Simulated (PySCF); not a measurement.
```yaml
atoms:
  - { symbol: C, position_ang: [-1.4724, 1.0940, 1.3089] }
  - { symbol: N, position_ang: [-0.3286, 0.6715, 1.0203] }
  - { symbol: C, position_ang: [0.0721, 0.3079, -0.2482] }
  - { symbol: C, position_ang: [-0.5913, -0.5701, -1.0176] }
  - { symbol: Si, position_ang: [-2.2033, -1.4432, -0.6527] }
  - { symbol: C, position_ang: [1.4181, 0.8562, -0.5898] }
  - { symbol: Si, position_ang: [2.7466, 0.0903, 0.5508] }
  - { symbol: H, position_ang: [-1.6966, 1.3034, 2.3456] }
  - { symbol: H, position_ang: [-2.2598, 1.2869, 0.5757] }
  - { symbol: H, position_ang: [-0.1030, -0.8472, -1.9447] }
  - { symbol: H, position_ang: [-2.1274, -2.8018, -1.1982] }
  - { symbol: H, position_ang: [-2.4698, -1.5071, 0.7870] }
  - { symbol: H, position_ang: [-3.3183, -0.7427, -1.3073] }
  - { symbol: H, position_ang: [1.4169, 1.9387, -0.4498] }
  - { symbol: H, position_ang: [1.6466, 0.6560, -1.6359] }
  - { symbol: H, position_ang: [4.0503, 0.5902, 0.0991] }
  - { symbol: H, position_ang: [2.5046, 0.4898, 1.9332] }
  - { symbol: H, position_ang: [2.7066, -1.3663, 0.4117] }
```

Geometry: GFN2-xTB.

Computed with PBE0/pcSseg-1, SCF density, gas phase, non-relativistic in PySCF.

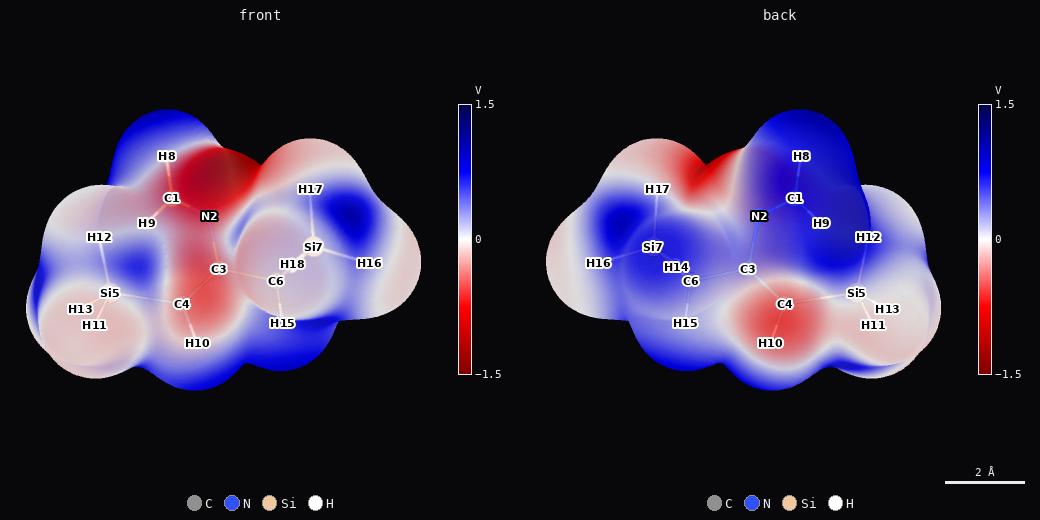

C₄H₁₁NSi₂. The molecular electrostatic potential painted on the density surface at 0.002 e/bohr³, seen from the front and from behind; the colour scale runs from red (negative) to blue (positive).

Question: Which sites attract a positive test charge, and which a negative one?

Answer: A positive charge is drawn to the negative regions and a negative charge to the positive ones. The most negative region (about −1.3 V) lies over N2, the most positive (about +1.1 V) over Si7, H8 and H9. N2 is the likeliest acceptor of a hydrogen bond.

Question: How polar is the molecule by this calculation?

Answer: Its dipole moment is 1.34 D.
